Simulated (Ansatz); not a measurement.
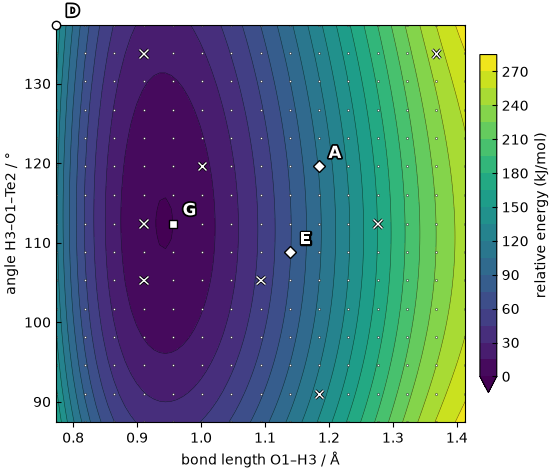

HOTe, SMILES O[Te], spin multiplicity 2. First axis: bond length O1–H3. Second axis: angle H3–O1–Te2. Nothing is relaxed (all other coordinates rigid). The grid has 15 × 15 points. At 8 points there is no value. Points are written as (first, second). Energies: kJ/mol, counted from the lowest grid point. Theory: Ansatz 0.2.0, UHF/def2-TZVP.

In the figure: filled contours, crosses at grid points without a value, dots at the grid points, lettered points. Between grid points the surface is interpolated.

Q: Is A the lowest point of the computed grid?

A: No. A lies 106 kJ/mol above the lowest grid point, which is at (0.956 Å, 112.4°).

Q: Rank the lettered points by energy, lowest first.

A: G (0 kJ/mol), E (74 kJ/mol), A (106 kJ/mol), D (146 kJ/mol).

Q: What kind of point is each of A, E, G: minimum, saddle, maximum or slope?

A: A: on a slope; E: on a slope; G: minimum. (In these two coordinates alone; a stationary point may lie a little off the grid point.)
